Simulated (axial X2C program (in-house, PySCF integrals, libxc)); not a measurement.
**All-electron X2C curves of MnB⁺**

Aim: find the lowest determinant of MnB⁺, scan the bond at several levels and fit the constants, once spin-free and once with spin–orbit coupling.

Program: an in-house X2C program for linear molecules on PySCF integrals. Level of theory: all-electron X2C, Mn dyall-cv3z, B dyall-v3z. These are calculated values, not measurements.

## (1) The job

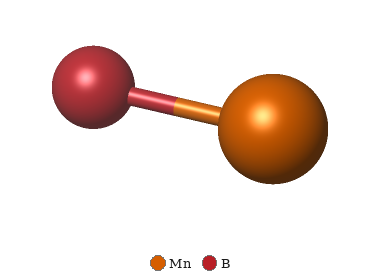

The two atoms at 2.040 Å (manganese orange, boron red).

The input, task.json:

```json
{
 "zs": [
  25,
  5
 ],
 "q": 1,
 "bas": [
  "dyall-cv3z",
  "dyall-v3z"
 ],
 "levels": [
  "PBE0",
  "HF",
  "PBEsol"
 ],
 "cc": true,
 "r0": 2.04,
 "thr": -2.0,
 "nmax": 90,
 "npts": 10,
 "nst": 2,
 "ntry": 6
}
```

Keys: zs atomic numbers; q charge; bas basis sets; levels methods (HF also brings MP2); cc coupled cluster on or off; r0 starting distance in Å; thr threshold in hartree for freezing inner shells (an s shell follows its p shell); nmax most natural virtual spinors; npts points asked for on the curve; nst determinants followed; ntry starts of the search.

Command:

```bash
> python so2c.py task.json out
```

Spin-free means the one-electron spin-free X2C Hamiltonian; two-component (2c) means X2C with spin–orbit coupling and atomic mean-field two-electron Coulomb and Gaunt terms. Basis: Mn dyall-cv3z contracted to [9s10p6d3f2g], B dyall-v3z contracted to [7s6p2d1f]; Gaussian nuclei, density fitting. Masses: Mn 54.938 u, B 11.009 u.

Notation: σ, π±, δ± give the projection m of an orbital's angular momentum (0, ±1, ±2), α and β its spin, Λ and M_S the sums; ω is the projection of a spinor's total angular momentum and Ω the sum. Logs are in hartree.

The results follow Hamiltonian by Hamiltonian and level by level.

## (2) Search for the lowest determinant

Determinants are compared with PBE0 at 2.040 Å.

Spin-free determinants:

```
ΔE (eV)             state                                            open shells
   0.00  M_S = 5/2, Λ = 1  beyond closed shells: 2 × σα, π+α, π+β, π-α, δ+α, δ-α
   0.09  M_S = 3/2, Λ = 1          beyond closed shells: π+α, π+β, π-α, δ+α, δ-α
   0.23  M_S = 5/2, Λ = 0           beyond closed shells: σα, π+α, π-α, δ+α, δ-α
   0.53  M_S = 7/2, Λ = 1   beyond closed shells: 2 × σα, 2 × π+α, π-α, δ+α, δ-α
   1.54  M_S = 5/2, Λ = 2  beyond closed shells: 2 × σα, π+α, π-α, δ+α, δ+β, δ-α
   1.66  M_S = 7/2, Λ = 0       beyond closed shells: 3 × σα, π+α, π-α, δ+α, δ-α
   1.85  M_S = 5/2, Λ = 0  beyond closed shells: σα, π+α, π+β, 2 × π-α, δ+α, δ-α
```

Two-component determinants:

```tsv
ΔE (eV)	state	open shells
0.00	Ω = 7/2	excess of +ω over −ω: 2 × ω = 1/2, ω = 5/2
0.01	Ω = 3/2	excess of +ω over −ω: ω = 1/2, ω = -3/2, ω = 5/2
0.09	Ω = 5/2	excess of +ω over −ω: ω = 5/2
0.11	Ω = 1/2	excess of +ω over −ω: ω = -1/2, ω = -3/2, ω = 5/2
0.55	Ω = 9/2	excess of +ω over −ω: ω = 1/2, ω = 3/2, ω = 5/2
1.58	Ω = 1/2	excess of +ω over −ω: ω = 1/2
1.89	Ω = 1/2	excess of +ω over −ω: 2 × ω = 1/2, 2 × ω = -3/2, ω = 5/2
```

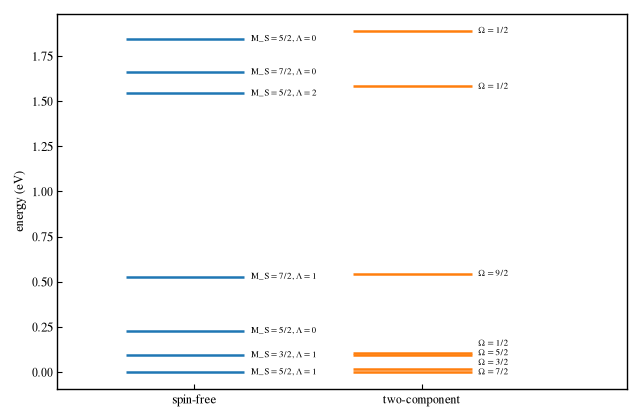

The determinants found, each set from its own lowest.

## (3) PBE0, spin-free

State followed: M_S = 5/2, Λ = 1 (beyond closed shells: 2 × σα, π+α, π+β, π-α, δ+α, δ-α). The scan is laid around 2.062 Å, a first estimate of the minimum, and this SCF restarts from the orbitals of the search.

Output at 2.062 Å:

```text
spin-free X2C-1e  PBE0
basis functions 150  fitting functions 863  grid points 5078
iter        total energy     max residual
   1      -1182.590267738     6.06e-01
   2      -1182.767567402     8.18e-03
   3      -1182.765350084     2.09e-02
   4      -1182.768042908     2.06e-03
   5      -1182.768067595     1.24e-03
   6      -1182.768084341     1.21e-04
   7      -1182.768085011     1.30e-04
   8      -1182.768085601     5.20e-05
   9      -1182.768085678     1.44e-05
  10      -1182.768085682     3.95e-06
  11      -1182.768085682     7.64e-07
converged
one-electron -1684.90975225  Coulomb 526.19063189  exact exchange -13.75202905  xc functional -42.37605914  nuclear repulsion 32.07912287
```

Along the bond, energies from the lowest point:

```
R (Å)  E (eV)  μ (D)  HOMO (eV)  LUMO (eV)  iterations
1.876  0.1819  -0.89     -12.28      -9.66          12
1.938  0.0719  -0.90     -12.02      -9.48          12
2.000  0.0151  -0.91     -11.80      -9.32          12
2.062  0.0000  -0.90     -11.60      -9.17          11
2.134  0.0227  -0.88     -11.40      -9.02          12
2.206  0.0770  -0.84     -11.22      -8.89          12
2.299  0.1774  -0.76     -11.04      -8.76          12
```

Dipoles are positive if B is the positive end and refer to the centre of mass.

Outer orbitals at the reference distance:

| symmetry | occupied | ε (eV) | atomic character |
| --- | --- | --- | --- |
| σα | yes | -18.15 | 43% B s, 39% Mn d, 8% Mn s |
| σβ | yes | -17.53 | 60% B s, 12% Mn s, 12% Mn p |
| δ+α | yes | -16.44 | 100% Mn d |
| δ-α | yes | -16.44 | 100% Mn d |
| π+α | yes | -16.23 | 97% Mn d |
| π-α | yes | -16.23 | 97% Mn d |
| σα | yes | -15.65 | 58% Mn d, 25% B s, 9% Mn s |
| σα | yes | -12.40 | 58% B p, 31% Mn s, 6% B s |
| π+β | yes | -11.60 | 50% B p, 44% Mn d, 4% Mn p |
| π-β | no | -9.17 | 58% B p, 35% Mn d, 6% Mn p |
| σβ | no | -8.60 | 53% B p, 14% Mn s, 12% Mn d |
| π-α | no | -8.18 | 70% B p, 26% Mn p, 4% Mn d |
| π+α | no | -8.18 | 70% B p, 26% Mn p, 4% Mn d |

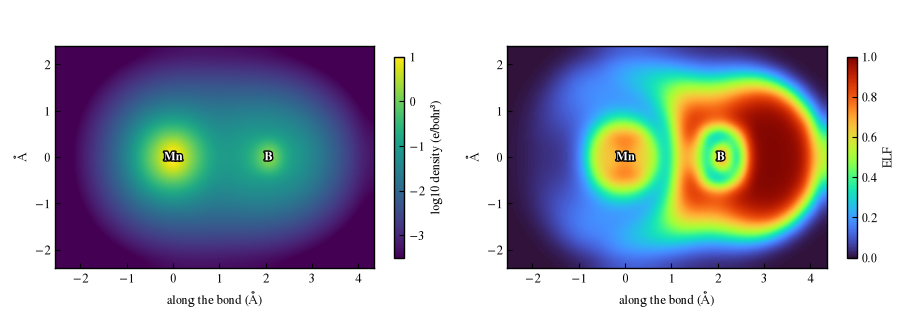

PBE0 fields in a plane through the axis, from a grid of 0.3 Å; Mn lies at z = 0 and B at z = 2.062 Å; the ELF is damped to zero where the density is low.

Re = 2.057 Å, ωe = 505 cm⁻¹, ωexe = 4.2 cm⁻¹, Be = 0.4343 cm⁻¹, De = 1.19 eV, μ = -0.90 D.

## (4) HF, spin-free

The SCF at the reference distance of 2.062 Å:

```text
spin-free X2C-1e  HF
basis functions 150  fitting functions 863  grid points 5078
iter        total energy     max residual
   1      -1181.648113695     1.29e-01
   2      -1181.682509081     2.59e-02
   3      -1181.694996213     2.53e-02
   4      -1181.700728271     1.75e-02
   5      -1181.706249076     6.68e-03
   6      -1181.706987289     4.25e-03
   7      -1181.707677013     2.51e-03
   8      -1181.708068925     1.41e-03
   9      -1181.708238780     3.50e-04
  10      -1181.708256024     1.85e-04
  11      -1181.708259128     8.47e-05
  12      -1181.708259665     3.58e-05
  13      -1181.708259779     1.45e-05
  14      -1181.708259789     4.36e-06
  15      -1181.708259789     1.50e-06
converged
one-electron -1683.72125597  Coulomb 525.11362921  exact exchange -55.17975590  xc functional 0.00000000  nuclear repulsion 32.07912287
```

No constants are quoted: the lowest point is the long end of the scan.

## (5) PBEsol, spin-free

Output at 2.062 Å:

```text
spin-free X2C-1e  PBEsol
basis functions 150  fitting functions 863  grid points 5078
iter        total energy     max residual
   1      -1181.482223494     6.09e-02
   2      -1181.487511614     1.73e-02
   3      -1181.411154644     8.86e-02
   4      -1181.487567461     1.93e-02
   5      -1181.490749532     3.53e-03
   6      -1181.490853302     1.81e-03
   7      -1181.490890441     3.91e-04
   8      -1181.490891926     8.20e-05
   9      -1181.490891980     1.18e-05
  10      -1181.490891981     9.49e-07
converged
one-electron -1684.87060654  Coulomb 526.07678761  exact exchange 0.00000000  xc functional -54.77619592  nuclear repulsion 32.07912287
```

Re = 1.988 Å, ωe = 540 cm⁻¹, ωexe = 4.39 cm⁻¹, Be = 0.4652 cm⁻¹, De = 2.15 eV, μ = -0.21 D.

## (6) Correlated methods, spin-free

Correlated methods: 9 electrons correlated (frozen shells, counted by type: Mn 3 s, 2 p; B 1 s), 241 virtual spinors in MP2, 90 natural virtuals in coupled cluster.

Output of the correlated part at 2.062 Å:

```text
correlated 9  virtual 241  natural virtual 90  E(MP2) -0.157447942  MP2 remainder -0.005250151
iter   CCSD correlation   residual
   1     -0.168520833   1.26e-01
   2     -0.178793382   7.06e-02
   3     -0.181671165   3.65e-02
   4     -0.183368899   2.23e-02
   5     -0.184130466   1.20e-02
   6     -0.184304270   5.85e-03
   7     -0.184456290   2.92e-03
   8     -0.184477358   1.49e-03
   9     -0.184497993   8.00e-04
  10     -0.184506712   3.69e-04
  11     -0.184517535   1.72e-04
  12     -0.184519988   8.71e-05
  13     -0.184521737   5.19e-05
  14     -0.184521759   2.88e-05
  15     -0.184521986   1.58e-05
  16     -0.184522169   8.63e-06
  17     -0.184522316   4.95e-06
  18     -0.184522414   2.96e-06
  19     -0.184522472   1.60e-06
  20     -0.184522519   8.79e-07
  21     -0.184522534   4.30e-07
(T) -0.006972944  T1 0.0620  D1 0.1519  max T2 0.095
```

T1 in the output is the amplitude norm over the root of the electron number; divide by √2 for the Lee–Taylor value.

MP2: No constants are quoted: the reference is strongly spin-contaminated.

CCSD: No constants are quoted: too few points lie around the minimum for a second fit to confirm the first.

CCSD(T): No constants are quoted: too few points lie around the minimum for a second fit to confirm the first.

## (7) A higher determinant, spin-free

State: M_S = 3/2, Λ = 1 (beyond closed shells: π+α, π+β, π-α, δ+α, δ-α).

Output at the reference distance:

```text
spin-free X2C-1e  PBE0
basis functions 150  fitting functions 863  grid points 5078
iter        total energy     max residual
   1      -1182.598457838     5.75e-01
   2      -1182.763606386     7.88e-03
   3      -1182.760968613     2.20e-02
   4      -1182.764057398     1.48e-03
   5      -1182.764069521     1.09e-03
   6      -1182.764083247     1.00e-04
   7      -1182.764083450     7.77e-05
   8      -1182.764083548     6.96e-06
   9      -1182.764083550     5.12e-06
converged
one-electron -1685.35851380  Coulomb 526.67619751  exact exchange -13.75979774  xc functional -42.40109239  nuclear repulsion 32.07912287
```

```
R (Å)  E above the lowest PBE0 point (eV)
1.876                               0.149
1.938                               0.094
2.000                               0.083
2.062                               0.109
2.134                               0.177
2.206                               0.275
2.299                               0.434
```

Re = 1.986 Å, ωe = 546 cm⁻¹, ωexe = 2.69 cm⁻¹, Be = 0.4661 cm⁻¹, μ = -2.13 D. ⟨S²⟩ = 5.11 against 3.75 for a pure state, so this determinant mixes spins. Te = 0.08 eV.

## (8) The spin-free curves together

Energy (eV) of the followed determinant, spin-free, from each level's lowest point:

```
R (Å)   PBE0     HF  MP2 (spin-contaminated)   CCSD  CCSD(T)  PBEsol
1.876  0.182  0.950                    0.431  0.344    0.308   0.072
1.938  0.072  0.667                    0.252  0.189    0.162   0.012
2.000  0.015  0.455                    0.133  0.088    0.070   0.000
2.062  0.000  0.297                    0.059  0.029    0.019   0.023
2.134  0.023  0.165                    0.015  0.000    0.000   0.084
2.206  0.077  0.075                    0.000  0.000    0.011   0.168
2.299  0.177  0.000                    0.005  0.024    0.049   0.298
```

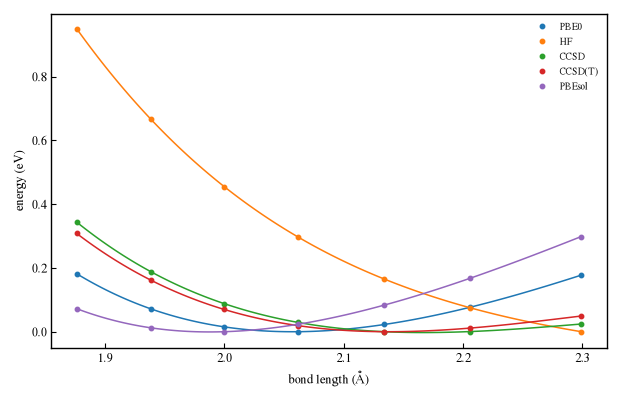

Curves of the followed state, spin-free, each from its own lowest point. Left out: MP2.

## (9) PBE0, 2c

State followed: Ω = 7/2 (excess of +ω over −ω: 2 × ω = 1/2, ω = 5/2). The scan is laid around 2.062 Å, a first estimate of the minimum, and this SCF restarts from the orbitals of the search.

The SCF at the reference distance of 2.062 Å:

```text
two-component X2C + atomic mean field  PBE0
basis functions 150  fitting functions 863  grid points 5078
iter        total energy     max residual
   1      -1182.297397336     6.08e-01
   2      -1182.475487299     8.17e-03
   3      -1182.473280748     2.09e-02
   4      -1182.475956871     2.10e-03
   5      -1182.475982859     1.23e-03
   6      -1182.475999527     1.19e-04
   7      -1182.476000142     1.26e-04
   8      -1182.476000689     5.28e-05
   9      -1182.476000768     1.46e-05
  10      -1182.476000772     4.06e-06
  11      -1182.476000772     7.94e-07
converged
one-electron -1684.20228436  Coulomb 526.06398800  exact exchange -13.74853829  xc functional -42.36577015  nuclear repulsion 32.07912287  atomic mean-field constant -0.30251884
```

Along the bond, energies from the lowest point:

```
R (Å)  E (eV)  μ (D)  HOMO (eV)  LUMO (eV)  iterations
1.876  0.1810  -0.88     -12.29      -9.66          12
1.938  0.0714  -0.90     -12.03      -9.47          12
2.000  0.0149  -0.90     -11.80      -9.31          12
2.062  0.0000  -0.89     -11.60      -9.16          11
2.134  0.0230  -0.87     -11.40      -9.01          12
2.206  0.0776  -0.83     -11.23      -8.89          12
2.299  0.1785  -0.76     -11.04      -8.75          12
```

Dipoles are positive if B is the positive end and refer to the centre of mass.

Outer spinors at the reference distance:

```json
{"ω": "1/2", "occupied": "yes", "ε (eV)": "-18.15", "atomic character": "43% B s, 39% Mn d, 9% Mn s", "λ mixture": "100% σ"}
{"ω": "-1/2", "occupied": "yes", "ε (eV)": "-17.52", "atomic character": "60% B s, 12% Mn s, 12% Mn p", "λ mixture": "100% σ"}
{"ω": "-3/2", "occupied": "yes", "ε (eV)": "-16.47", "atomic character": "100% Mn d", "λ mixture": "100% δ"}
{"ω": "5/2", "occupied": "yes", "ε (eV)": "-16.38", "atomic character": "100% Mn d", "λ mixture": "100% δ"}
{"ω": "-1/2", "occupied": "yes", "ε (eV)": "-16.24", "atomic character": "97% Mn d", "λ mixture": "100% π"}
{"ω": "3/2", "occupied": "yes", "ε (eV)": "-16.20", "atomic character": "97% Mn d", "λ mixture": "100% π"}
{"ω": "1/2", "occupied": "yes", "ε (eV)": "-15.65", "atomic character": "58% Mn d, 25% B s, 9% Mn s", "λ mixture": "100% σ"}
{"ω": "1/2", "occupied": "yes", "ε (eV)": "-12.40", "atomic character": "58% B p, 31% Mn s, 6% B s", "λ mixture": "100% σ"}
{"ω": "1/2", "occupied": "yes", "ε (eV)": "-11.60", "atomic character": "50% B p, 44% Mn d, 4% Mn p", "λ mixture": "100% π"}
{"ω": "-3/2", "occupied": "no", "ε (eV)": "-9.16", "atomic character": "58% B p, 35% Mn d, 6% Mn p", "λ mixture": "100% π"}
{"ω": "-1/2", "occupied": "no", "ε (eV)": "-8.59", "atomic character": "53% B p, 14% Mn s, 12% Mn d", "λ mixture": "100% σ"}
{"ω": "-1/2", "occupied": "no", "ε (eV)": "-8.19", "atomic character": "70% B p, 26% Mn p, 4% Mn d", "λ mixture": "100% π"}
{"ω": "3/2", "occupied": "no", "ε (eV)": "-8.17", "atomic character": "70% B p, 26% Mn p, 4% Mn d", "λ mixture": "100% π"}
```

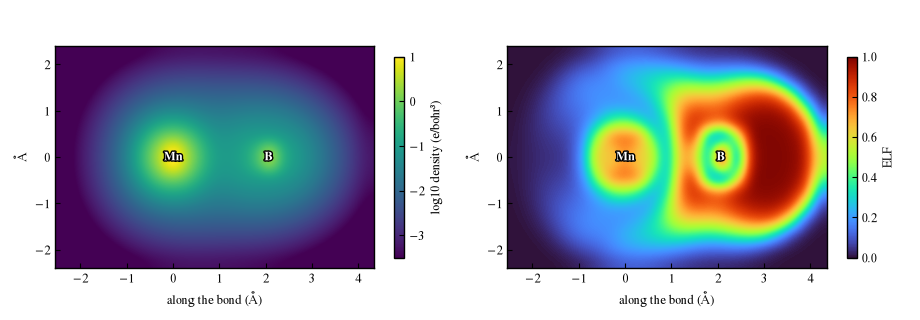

PBE0 fields in a plane through the axis, from a grid of 0.3 Å; Mn lies at z = 0 and B at z = 2.062 Å; the ELF is damped to zero where the density is low.

Re = 2.057 Å, ωe = 505 cm⁻¹, ωexe = 4.17 cm⁻¹, Be = 0.4345 cm⁻¹, De = 1.20 eV, μ = -0.90 D.

## (10) HF, 2c

Output at 2.062 Å:

```text
two-component X2C + atomic mean field  HF
basis functions 150  fitting functions 863  grid points 5078
iter        total energy     max residual
   1      -1181.355845480     1.29e-01
   2      -1181.390147412     2.58e-02
   3      -1181.402682037     2.54e-02
   4      -1181.408522620     1.77e-02
   5      -1181.414189116     6.79e-03
   6      -1181.414950144     4.31e-03
   7      -1181.415667207     2.55e-03
   8      -1181.416069257     1.45e-03
   9      -1181.416246395     3.58e-04
  10      -1181.416264661     1.86e-04
  11      -1181.416267973     8.52e-05
  12      -1181.416268603     4.24e-05
  13      -1181.416268814     4.03e-05
  14      -1181.416268881     3.88e-05
  15      -1181.416268946     3.70e-05
  16      -1181.416269085     3.28e-05
  17      -1181.416269457     1.75e-05
  18      -1181.416269604     2.75e-06
  19      -1181.416269608     2.17e-06
  20      -1181.416269608     1.78e-06
converged
one-electron -1682.99707602  Coulomb 524.97028013  exact exchange -55.16607775  xc functional 0.00000000  nuclear repulsion 32.07912287  atomic mean-field constant -0.30251884
```

No constants are quoted: the lowest point is the long end of the scan.

## (11) PBEsol, 2c

The SCF at the reference distance of 2.062 Å:

```text
two-component X2C + atomic mean field  PBEsol
basis functions 150  fitting functions 863  grid points 5078
iter        total energy     max residual
   1      -1181.190350367     6.10e-02
   2      -1181.195723911     1.70e-02
   3      -1181.122571613     8.74e-02
   4      -1181.195774025     1.90e-02
   5      -1181.198849305     3.59e-03
   6      -1181.198957442     1.78e-03
   7      -1181.198993752     4.09e-04
   8      -1181.198995387     8.40e-05
   9      -1181.198995443     1.18e-05
  10      -1181.198995445     9.37e-07
converged
one-electron -1684.15801836  Coulomb 525.94492857  exact exchange 0.00000000  xc functional -54.76250969  nuclear repulsion 32.07912287  atomic mean-field constant -0.30251884
```

Re = 1.988 Å, ωe = 540 cm⁻¹, ωexe = 4.4 cm⁻¹, Be = 0.4653 cm⁻¹, De = 2.16 eV, μ = -0.21 D.

## (12) MP2 and beyond, 2c

Correlated methods: 9 electrons correlated (frozen shells, counted by type: Mn 3 s, 2 p; B 1 s), 241 virtual spinors in MP2, 90 natural virtuals in coupled cluster.

Output of the correlated part at 2.062 Å:

```text
correlated 9  virtual 241  natural virtual 90  E(MP2) -0.157437668  MP2 remainder -0.005252572
iter   CCSD correlation   residual
   1     -0.168507574   1.26e-01
   2     -0.178782209   7.06e-02
   3     -0.181666120   3.65e-02
   4     -0.183370067   2.24e-02
   5     -0.184137018   1.21e-02
   6     -0.184313600   5.88e-03
   7     -0.184467724   2.95e-03
   8     -0.184489372   1.51e-03
   9     -0.184510420   8.16e-04
  10     -0.184519143   3.81e-04
  11     -0.184530209   1.84e-04
  12     -0.184532708   9.93e-05
  13     -0.184534498   6.26e-05
  14     -0.184534327   3.73e-05
  15     -0.184534463   2.20e-05
  16     -0.184534617   1.34e-05
  17     -0.184534788   8.46e-06
  18     -0.184534905   5.37e-06
  19     -0.184534970   2.98e-06
  20     -0.184535022   1.62e-06
  21     -0.184535030   8.29e-07
(T) -0.006976311  T1 0.0623  D1 0.1530  max T2 0.095
```

MP2: No constants are quoted: the reference is strongly spin-contaminated.

CCSD: No constants are quoted: the points don't follow one smooth fit.

CCSD(T): No constants are quoted: the points don't follow one smooth fit.

## (13) A higher determinant, 2c

State: Ω = 3/2 (excess of +ω over −ω: ω = 1/2, ω = -3/2, ω = 5/2).

Output at the reference distance:

```text
two-component X2C + atomic mean field  PBE0
basis functions 150  fitting functions 863  grid points 5078
iter        total energy     max residual
   1      -1182.296847044     6.08e-01
   2      -1182.474953640     8.15e-03
   3      -1182.472789118     2.07e-02
   4      -1182.475423179     2.08e-03
   5      -1182.475448637     1.23e-03
   6      -1182.475465337     1.21e-04
   7      -1182.475465994     1.29e-04
   8      -1182.475466569     5.13e-05
   9      -1182.475466644     1.46e-05
  10      -1182.475466648     3.89e-06
  11      -1182.475466648     7.42e-07
converged
one-electron -1684.17750275  Coulomb 526.03963312  exact exchange -13.74870420  xc functional -42.36549685  nuclear repulsion 32.07912287  atomic mean-field constant -0.30251884
```

```
R (Å)  E above the lowest PBE0 point (eV)
1.876                               0.198
1.938                               0.088
2.000                               0.030
2.062                               0.015
2.134                               0.037
2.206                               0.090
2.299                               0.190
```

Re = 2.058 Å, ωe = 504 cm⁻¹, ωexe = 4.22 cm⁻¹, Be = 0.4338 cm⁻¹, μ = -0.91 D. Te = 0.01 eV.

## (14) The 2c curves together

Energy (eV) of the followed determinant, 2c, from each level's lowest point:

```
R (Å)   PBE0     HF  MP2 (spin-contaminated)   CCSD  CCSD(T)  PBEsol
1.876  0.181  0.949                    0.430  0.330    0.288   0.072
1.938  0.071  0.666                    0.251  0.175    0.142   0.012
2.000  0.015  0.454                    0.132  0.075    0.050   0.000
2.062  0.000  0.296                    0.058  0.016    0.000   0.024
2.134  0.023  0.164                    0.016  0.004    0.003   0.084
2.206  0.078  0.075                    0.000  0.000    0.008   0.168
2.299  0.178  0.000                    0.005  0.017    0.036   0.299
```

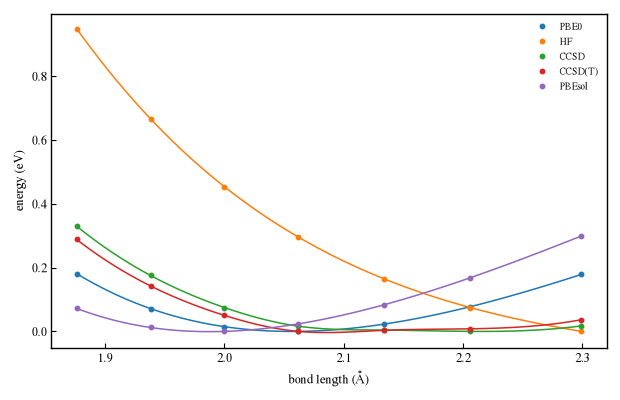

Curves of the followed state, 2c, each from its own lowest point. Left out: MP2.

Time for the job: 3.6 min (1 thread of Intel Xeon Platinum 8488C (Sapphire Rapids), shared host).

## (15) Results

Lowest determinant that the search found at its distance, spin-free: M_S = 5/2, Λ = 1 (beyond closed shells: 2 × σα, π+α, π+β, π-α, δ+α, δ-α).

Lowest determinant that the search found at its distance, 2c: Ω = 7/2 (excess of +ω over −ω: 2 × ω = 1/2, ω = 5/2).

```tsv
Hamiltonian	level	Re (Å)	ωe (cm⁻¹)	De (eV)	μ (D)
spin-free	PBE0	2.057	505	1.19	-0.90
spin-free	PBEsol	1.988	540	2.15	-0.21
2c	PBE0	2.057	505	1.20	-0.90
2c	PBEsol	1.988	540	2.16	-0.21
```

Dipoles are positive if B is the positive end and refer to the centre of mass. No constants: spin-free HF (the lowest point is the long end of the scan); spin-free MP2 (the reference is strongly spin-contaminated); spin-free CCSD (too few points lie around the minimum for a second fit to confirm the first); spin-free CCSD(T) (too few points lie around the minimum for a second fit to confirm the first); 2c HF (the lowest point is the long end of the scan); 2c MP2 (the reference is strongly spin-contaminated); 2c CCSD (the points don't follow one smooth fit); 2c CCSD(T) (the points don't follow one smooth fit).

Time per point (s) on 1 thread of Intel Xeon Platinum 8488C (Sapphire Rapids), shared host (2c runs); the times are rough: PBE0 0.78, PBEsol 0.49.

At PBE0, going from spin-free to two-component changes Re by 0 mÅ, ωe by +0.1 %, which is small (part of it comes from the scalar share of the two-electron terms). De moves by +0.01 eV; both De rest on single-determinant atoms, which can miss part of an open shell's spin–orbit lowering.

De refers to Mn+ + B, each in the lowest determinant found, which need not be this curve's own limit. The state is a single determinant with fixed occupations, the lowest that a limited PBE0 search found. Dissociation energies refer to the lowest single-determinant-based atoms at the same level and basis. Density functionals use the spin component along the axis (collinear). With several unpaired electrons one determinant need not be a pure state. The spin-free determinant is spin-contaminated at some levels.
